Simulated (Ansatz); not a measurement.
**Ge(OH)Cl3 (Cl3GeHO): structure and electronic state**

What does Ge(OH)Cl3 (Cl3GeHO) look like as a singlet, and where do its frontier electrons sit?

Method: RKS PBE0-D4/def2-TZVP; program: Ansatz 0.2.0, Gaussian basis.

Levels to be run: relaxation at PBE0-D4/def2-SVP; a search for the lowest solution at PBE0-D4/def2-SVP; a single point at PBE0-D4/def2-TZVP; harmonic vibrations at PBE0-D4/def2-SVP.

2 further runs of the same task are left out: 2 set aside as unsound or not needed.

### Step 1. The system as given

6 atoms, charge 0, spin multiplicity 1.

Atoms are counted from 1 here; the program's logs count them from 0.

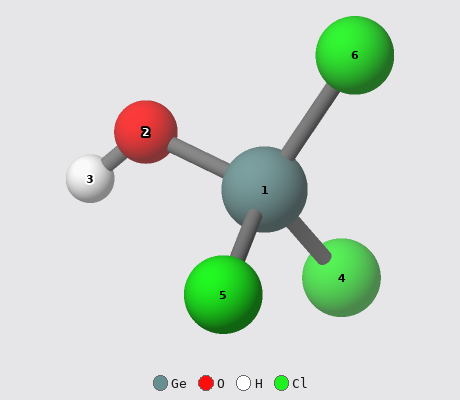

As it starts; germanium teal, oxygen red, hydrogen white, chlorine green; atoms are numbered from 1 in the order of the file.

The start is a GFN2-xTB geometry.

### Step 2. Optimising with PBE0-D4/def2-SVP

File in.yaml:

```yaml
crystal:
  periodic: [false, false, false]
  atoms:
    - {symbol: Ge, position_ang: [-0.064500, -0.118980, -0.352320]}
    - {symbol: O, position_ang: [-0.067620, -0.120220, 1.392280]}
    - {symbol: H, position_ang: [0.328260, 0.616420, 1.856270]}
    - {symbol: Cl, position_ang: [1.946780, -0.111110, -1.025580]}
    - {symbol: Cl, position_ang: [-1.075070, 1.618730, -1.030890]}
    - {symbol: Cl, position_ang: [-1.067850, -1.884850, -0.839760]}
basis:
  gaussian: {orbitals: def2-SVP}
hamiltonian: {xc: pbe0, dispersion: d4}
scf: {omitted_lower_state_checks: [starts]}
output: {orbitals: {seedname: orbitals}}
relax: {f_tol: 0.02, max_steps: 100}
```

Run with:

```bash
> ansatz run in.yaml --threads 4 --pin off --events-out ev --progress --plain --max-ram 3916MiB
```

The log of the run (excerpt; [...] marks lines left out):

```text
Functional definition: PBE0
  name "PBE0"
  cite "Adamo & Barone, J. Chem. Phys. 110, 6158 (1999) doi:10.1063/1.478522"
  cite "Perdew, Burke & Ernzerhof, Phys. Rev. Lett. 77, 3865 (1996) doi:10.1103/PhysRevLett.77.3865"
  parent pbe
[...]
1032 factors; integrals over basis functions are off by at most 3.0e-4 eV
[...]
mean field -96111.64906750 eV, -3532.0379564152 hartree, gradient 1.9e-5 eV, S^2 0.000000; 0 other end points of the search recorded, 0 dependent functions left out
[...]
reference -96111.64908851 eV, -3532.0379571872 hartree; 46, 46 occupied and 59, 59 virtual orbitals, 1032 factors
relax step   1: F+E_penalty+E_count = -96111.84891608 eV  Δ(F+E_penalty+E_count) = +0.000e0 eV  max|allowed force component| = 7.823e-1 eV/Å  Δτ_max = 0.0000 Å  (25 SCF iters, accepted)
[...]
relax step   5: F+E_penalty+E_count = -96111.89931014 eV  Δ(F+E_penalty+E_count) = -1.284e-3 eV  max|allowed force component| = 3.583e-2 eV/Å  Δτ_max = 0.0304 Å  (31 SCF iters, accepted)
[...]
relax step   6: F+E_penalty+E_count = -96111.89942750 eV  Δ(F+E_penalty+E_count) = -1.174e-4 eV  max|allowed force component| = 1.783e-3 eV/Å  Δτ_max = 0.0056 Å  (24 SCF iters, accepted)
[...]
1032 factors; integrals over basis functions are off by at most 2.4e-4 eV
mean field -96111.70021283 eV, -3532.0398359713 hartree, gradient 1.1e-5 eV, S^2 0.000000; 0 other end points of the search recorded, 0 dependent functions left out
[...]
reference -96111.70023382 eV, -3532.0398367427 hartree; 46, 46 occupied and 59, 59 virtual orbitals, 1032 factors
Total energy: -96111.89944849 eV, -3532.0471577466 hartree
Atom 0 at    -0.066133    -0.121195    -0.292159 Å, force    -0.000939    -0.001783    -0.000179 eV/Å
Atom 1 at    -0.077815    -0.130168     1.454989 Å, force     0.000387     0.001092    -0.000927 eV/Å
Atom 2 at     0.350948     0.643908     1.841281 Å, force     0.000422    -0.000206     0.001044 eV/Å
Atom 3 at     1.928990    -0.108956    -1.046736 Å, force    -0.000140     0.000903     0.000351 eV/Å
Atom 4 at    -1.066920     1.600671    -1.056391 Å, force     0.000536     0.000135    -0.000158 eV/Å
Atom 5 at    -1.069070    -1.884270    -0.900984 Å, force    -0.000265    -0.000141    -0.000131 eV/Å
Dipole moment:     0.133538     0.241673     0.197877 e Å
Checks for a lower state left out: starts
```

Wall time 53 s (4 threads of Intel Xeon at 2.50GHz, shared host).

Step by step:

| step | energy from step 1 (eV) | largest force component (eV/Å) |
| --- | --- | --- |
| 1 | 0.0000 | 0.7823 |
| 2 | -0.0440 | 0.2371 |
| 3 | -0.0475 | 0.1060 |
| 4 | -0.0491 | 0.1210 |
| 5 | -0.0504 | 0.0358 |
| 6 | -0.0505 | 0.0018 |

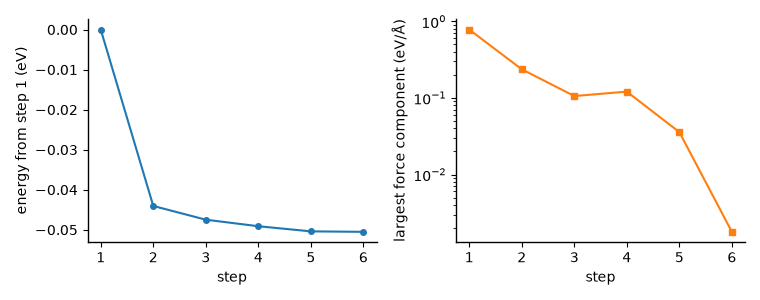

Energy and largest force along the relaxation.

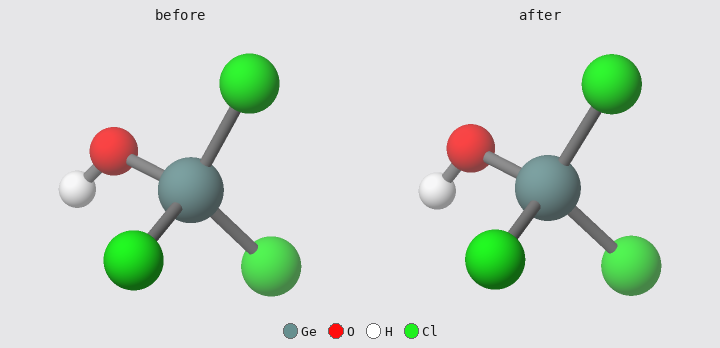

Before and after, at one scale.

Close pairs (by a distance rule), those that changed most:

| bond | before (Å) | after (Å) | change (Å) |
| --- | --- | --- | --- |
| Ge1–Cl6 | 2.089 | 2.118 | +0.029 |
| Ge1–Cl4 | 2.121 | 2.133 | +0.012 |
| Ge1–Cl5 | 2.122 | 2.133 | +0.012 |
| O2–H3 | 0.956 | 0.966 | +0.009 |
| Ge1–O2 | 1.745 | 1.747 | +0.003 |

Bonds by kind at the end (by distance):

| bond | count | shortest (Å) | longest (Å) |
| --- | --- | --- | --- |
| Cl–Ge | 3 | 2.118 | 2.133 |
| Ge–O | 1 | 1.747 | 1.747 |
| H–O | 1 | 0.966 | 0.966 |

### Step 3. Searching for the lowest solution, PBE0-D4/def2-SVP

start.molden holds the orbitals of an earlier run on this state, given as this run's starting guess.

File in.yaml:

```yaml
crystal:
  periodic: [false, false, false]
  atoms:
    - {symbol: Ge, position_ang: [-0.066133, -0.121195, -0.292159]}
    - {symbol: O, position_ang: [-0.077815, -0.130168, 1.454989]}
    - {symbol: H, position_ang: [0.350948, 0.643908, 1.841281]}
    - {symbol: Cl, position_ang: [1.928990, -0.108956, -1.046736]}
    - {symbol: Cl, position_ang: [-1.066920, 1.600671, -1.056391]}
    - {symbol: Cl, position_ang: [-1.069070, -1.884270, -0.900984]}
basis:
  gaussian: {orbitals: def2-SVP, initial_orbitals: start.molden}
hamiltonian: {xc: pbe0, dispersion: d4}
output: {orbitals: {seedname: orbitals}}
```

Launched as before.

The log of the run:

```text
Functional definition: PBE0
  name "PBE0"
  cite "Adamo & Barone, J. Chem. Phys. 110, 6158 (1999) doi:10.1063/1.478522"
  cite "Perdew, Burke & Ernzerhof, Phys. Rev. Lett. 77, 3865 (1996) doi:10.1103/PhysRevLett.77.3865"
  parent pbe
  parameter a = 0.25
  parameter kappa = 0.804
  parameter beta = 0.06672455060314922
  exchange = (1 - a)*pbe_x(kappa = kappa, mu = beta*pi^2/3) + a*exact_x
  correlation = pbe_c(beta = beta)
968 factors; integrals over basis functions are off by at most 9.4e-4 eV
mean field evaluation 1: about -96111.6222 eV, gradient 5.1e-1 eV
mean field evaluation 2: about -96111.7002 eV, gradient 3.0e-4 eV
mean field evaluation 4: about -96111.7002 eV, gradient 6.2e-6 eV
mean field evaluation 8: about -96111.5885 eV, gradient 4.2e0 eV
mean field evaluation 16: about -96111.7002 eV, gradient 2.8e-3 eV
mean field -96111.70016347 eV, -3532.0398341574 hartree, gradient 6.2e-6 eV, S^2 0.000000; 1 other end points of the search recorded, 0 dependent functions left out
reference -96111.70018443 eV, -3532.0398349276 hartree; 46, 46 occupied and 59, 59 virtual orbitals, 968 factors
Total energy: -96111.89939908 eV, -3532.0471559310 hartree
```

Run time: 7.1 s. Hardware: 4 threads of Intel Xeon at 2.50GHz, shared host.

HOMO -9.33 eV, LUMO -1.53 eV.

### Step 4. Single point, PBE0-D4/def2-TZVP

Changes to in.yaml since step 3:

```diff
@@ -10,4 +10,5 @@
 basis:
-  gaussian: {orbitals: def2-SVP, initial_orbitals: start.molden}
+  gaussian: {orbitals: def2-TZVP, initial_orbitals: start.molden}
 hamiltonian: {xc: pbe0, dispersion: d4}
+scf: {omitted_lower_state_checks: [starts]}
 output: {orbitals: {seedname: orbitals}}
```

The command is unchanged.

The log of the run:

```text
Functional definition: PBE0
  name "PBE0"
  cite "Adamo & Barone, J. Chem. Phys. 110, 6158 (1999) doi:10.1063/1.478522"
  cite "Perdew, Burke & Ernzerhof, Phys. Rev. Lett. 77, 3865 (1996) doi:10.1103/PhysRevLett.77.3865"
  parent pbe
  parameter a = 0.25
  parameter kappa = 0.804
  parameter beta = 0.06672455060314922
  exchange = (1 - a)*pbe_x(kappa = kappa, mu = beta*pi^2/3) + a*exact_x
  correlation = pbe_c(beta = beta)
these checks for a lower state are left out or cut short: starts
1400 factors; their error is unknown
mean field evaluation 1: about -96130.1366 eV, gradient 2.2e2 eV
mean field evaluation 2: about -96134.0031 eV, gradient 5.6e0 eV
mean field evaluation 4: about -96134.4733 eV, gradient 2.4e-1 eV
mean field evaluation 8: about -96134.4734 eV, gradient 8.6e-6 eV
mean field -96134.47339356 eV, -3532.8767349269 hartree, gradient 8.6e-6 eV, S^2 0.000000; 0 other end points of the search recorded, 0 dependent functions left out
reference -96134.47342199 eV, -3532.8767359717 hartree; 46, 46 occupied and 150, 150 virtual orbitals, 1400 factors
Total energy: -96134.67263664 eV, -3532.8840569751 hartree
Checks for a lower state left out: starts
```

Run time: 12 s. Hardware: 4 threads of Intel Xeon at 2.50GHz, shared host; peak memory 0.66 GiB.

HOMO -9.50 eV, LUMO -1.78 eV.

Mulliken charges, from this run's orbitals:

| atom | value (e) |
| --- | --- |
| Ge1 | 0.93 |
| O2 | -0.51 |
| H3 | 0.33 |
| Cl4 | -0.26 |
| Cl5 | -0.26 |
| Cl6 | -0.24 |

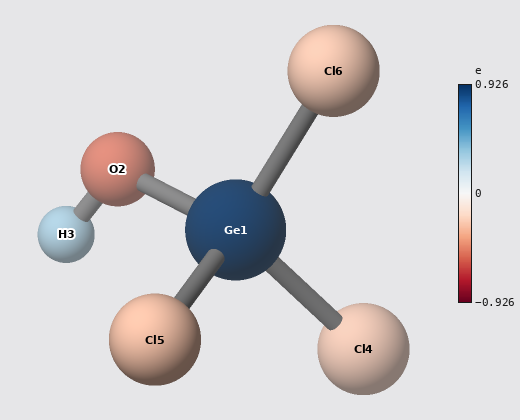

Mulliken charges, from this run's orbitals, as colours on the atoms.

Largest Mayer bond orders: Ge1–O2 1.13; Ge1–Cl6 1.08; Ge1–Cl4 1.06; Ge1–Cl5 1.06; O2–H3 0.87.

Orbitals, density, ELF and potential are computed afterwards from the orbital file.

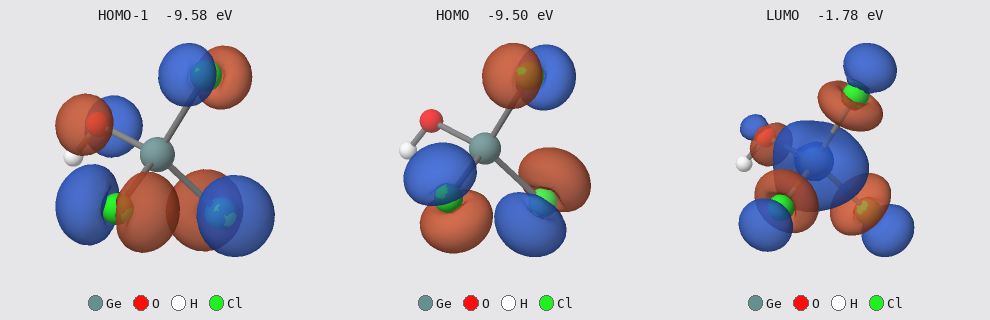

Frontier orbitals at PBE0-D4/def2-TZVP; each surface holds 70 % of the orbital's density, blue and red mark the sign.

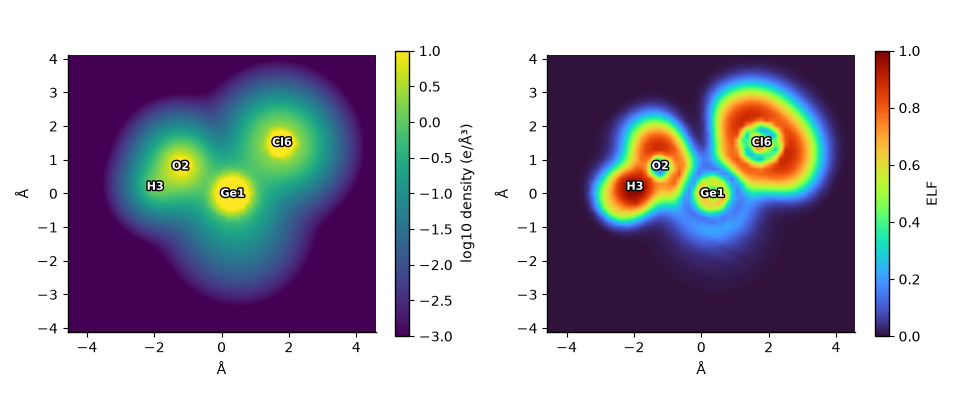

Density (left) and ELF (right) in a plane through or near 4 of the atoms.

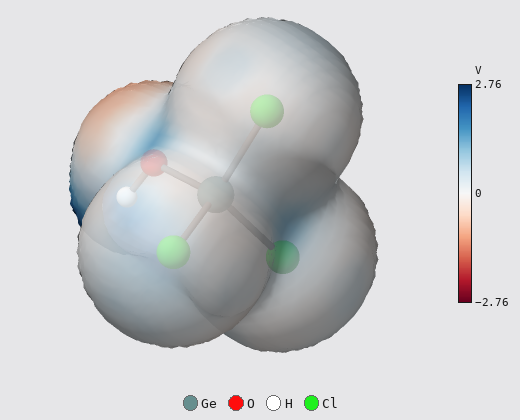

Electrostatic potential on the surface of density 0.002 e/bohr³; red is low, blue high. It runs from -0.85 V near O2 to 2.76 V near H3.

### Step 5. Harmonic vibrations

Changes to in.yaml since step 4:

```diff
@@ -10,5 +10,5 @@
 basis:
-  gaussian: {orbitals: def2-TZVP, initial_orbitals: start.molden}
+  gaussian: {orbitals: def2-SVP}
 hamiltonian: {xc: pbe0, dispersion: d4}
 scf: {omitted_lower_state_checks: [starts]}
-output: {orbitals: {seedname: orbitals}}
+phonons: {temperatures: {t_min: 298.15, t_max: 900, t_step: 200}}
```

Same command.

The log of the run (excerpt; [...] marks lines left out):

```text
Functional definition: PBE0
  name "PBE0"
  cite "Adamo & Barone, J. Chem. Phys. 110, 6158 (1999) doi:10.1063/1.478522"
  cite "Perdew, Burke & Ernzerhof, Phys. Rev. Lett. 77, 3865 (1996) doi:10.1103/PhysRevLett.77.3865"
  parent pbe
[...]
1032 factors; integrals over basis functions are off by at most 2.4e-4 eV
[...]
mean field -96111.70022092 eV, -3532.0398362687 hartree, gradient 1.8e-5 eV, S^2 0.000000; 0 other end points of the search recorded, 0 dependent functions left out
[...]
reference -96111.70024188 eV, -3532.0398370390 hartree; 46, 46 occupied and 59, 59 virtual orbitals, 1032 factors
[...]
1032 factors; integrals over basis functions are off by at most 2.4e-4 eV
[...]
mean field -96111.70013960 eV, -3532.0398332802 hartree, gradient 1.5e-6 eV, S^2 0.000000; 0 other end points of the search recorded, 0 dependent functions left out
[...]
reference -96111.70024316 eV, -3532.0398370859 hartree; 46, 46 occupied and 59, 59 virtual orbitals, 1032 factors
Total energy: -96111.89945653 eV, -3532.0471580423 hartree
Atom 0 at    -0.066133    -0.121195    -0.292159 Å, force    -0.000932    -0.001761    -0.000064 eV/Å
Atom 1 at    -0.077815    -0.130168     1.454989 Å, force     0.000377     0.001088    -0.000946 eV/Å
Atom 2 at     0.350948     0.643908     1.841281 Å, force     0.000415    -0.000221     0.001044 eV/Å
Atom 3 at     1.928990    -0.108956    -1.046736 Å, force    -0.000148     0.000894     0.000307 eV/Å
Atom 4 at    -1.066920     1.600671    -1.056391 Å, force     0.000538     0.000124    -0.000193 eV/Å
Atom 5 at    -1.069070    -1.884270    -0.900984 Å, force    -0.000250    -0.000124    -0.000147 eV/Å
Dipole moment:     0.133539     0.241674     0.197876 e Å
Vibrations: 95.89 136.78 157.53 172.59 215.07 230.69 409.60 460.30 472.26 757.29 903.81 3883.08 cm⁻¹, zero-point energy 0.489420 eV
Checks for a lower state left out: starts
```

Run time: 2.4 min. Hardware: 4 threads of Intel Xeon at 2.50GHz, shared host.

Motions are named by where the mode's potential energy lies. The modes, unscaled (a negative number is an imaginary wavenumber):

| mode | cm⁻¹ | motion |
| --- | --- | --- |
| 1 | 96 | torsion with bend |
| 2 | 137 | bend |
| 3 | 158 | torsion with bend |
| 4 | 173 | bend |
| 5 | 215 | bend |
| 6 | 231 | bend |
| 7 | 410 | Ge–Cl stretch |
| 8 | 460 | Ge–Cl stretch |
| 9 | 472 | Ge–Cl stretch |
| 10 | 757 | Ge–O stretch |
| 11 | 904 | bend |
| 12 | 3883 | O–H stretch |

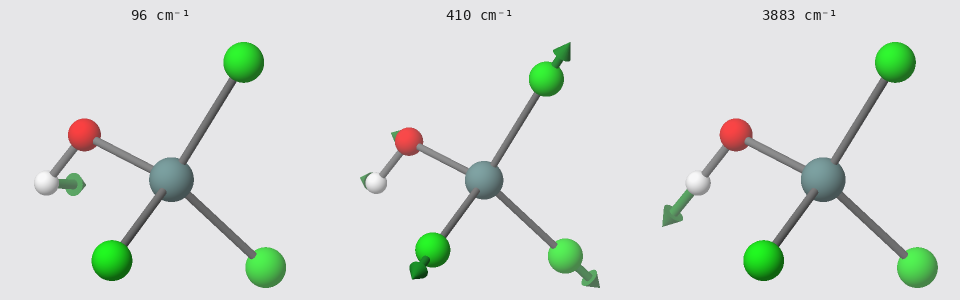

Displacements of 3 modes, as arrows.

### Step 6. What came out

| quantity | value |
| --- | --- |
| point group | Cs |
| commonest bond, hydrogen aside | Cl–Ge, 3 of mean length 2.128 Å |
| HOMO, LUMO at PBE0-D4/def2-TZVP | -9.50, -1.78 eV |
| dipole at PBE0-D4/def2-SVP | 1.63 D |
| lowest, highest wavenumber | 96, 3883 cm⁻¹ |

The molecule keeps its bonding pattern by the stored test; the atoms moved 0.05 Å (rms). All wavenumbers are real: a minimum at this level. The HOMO lies nearest to Cl4, Cl5 about 37 % each; Cl6 24 % and the LUMO to Ge1 33 %; Cl4, Cl5, Cl6 about 19 % each.
